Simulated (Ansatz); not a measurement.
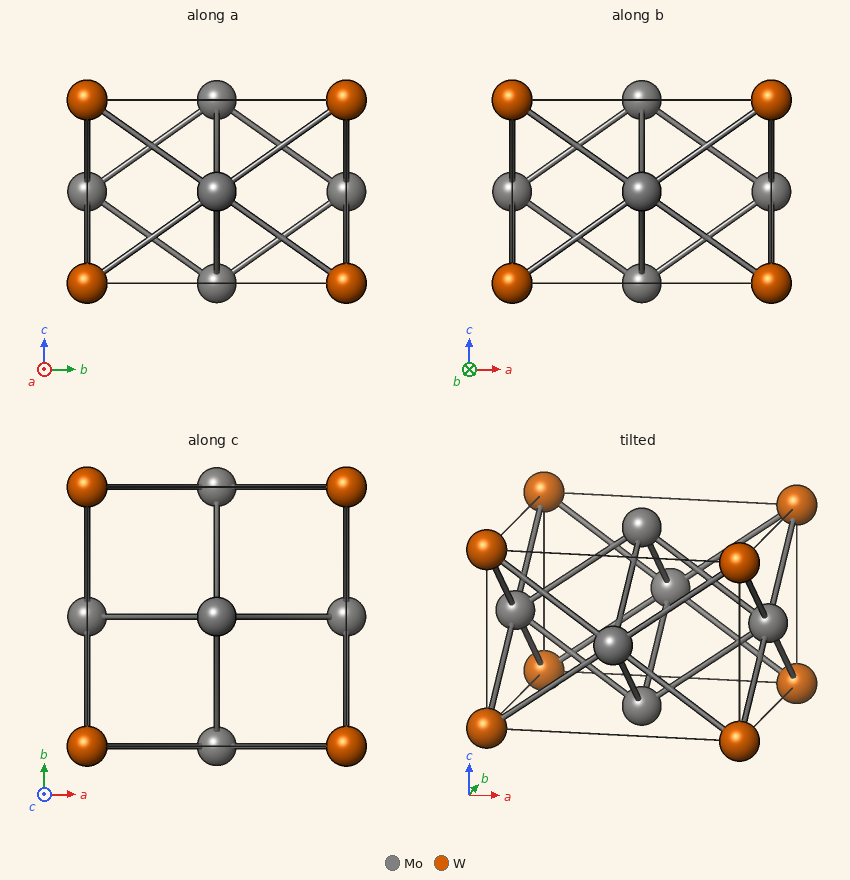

The crystal in a ball-and-stick representation, seen along the a axis, along the b axis, along the c axis and slightly off an axis. Atoms at the boundary of the conventional unit cell (the box) are drawn once for each face, edge or corner they touch.

Lattice parameters: a = 4.4783 Å, b = 4.4783 Å, c = 3.1670 Å, α = 90.000°, β = 90.000°, γ = 90.000°.

Q: Give the structure in the form of a CIF in P1 with every atom of the cell.

A:
```cif
data_structure
_symmetry_space_group_name_H-M 'P 1'
_symmetry_Int_Tables_number 1
_cell_length_a 4.4783
_cell_length_b 4.4783
_cell_length_c 3.1670
_cell_angle_alpha 90.000
_cell_angle_beta 90.000
_cell_angle_gamma 90.000
_cell_volume 63.51
loop_
_atom_site_label
_atom_site_type_symbol
_atom_site_fract_x
_atom_site_fract_y
_atom_site_fract_z
_atom_site_occupancy
Mo1 Mo 0.0000 0.5000 0.5000 1
Mo2 Mo 0.5000 0.0000 0.5000 1
Mo3 Mo 0.5000 0.5000 0.0000 1
W1 W 0.0000 0.0000 0.0000 1
```

It goes back to a structure type filled with these elements by a generator (whether the compound takes this form wasn't checked). The final geometry of a relaxation with DFT PBE, scalar-relativistic, plane waves, PAW (Ansatz) is shown.
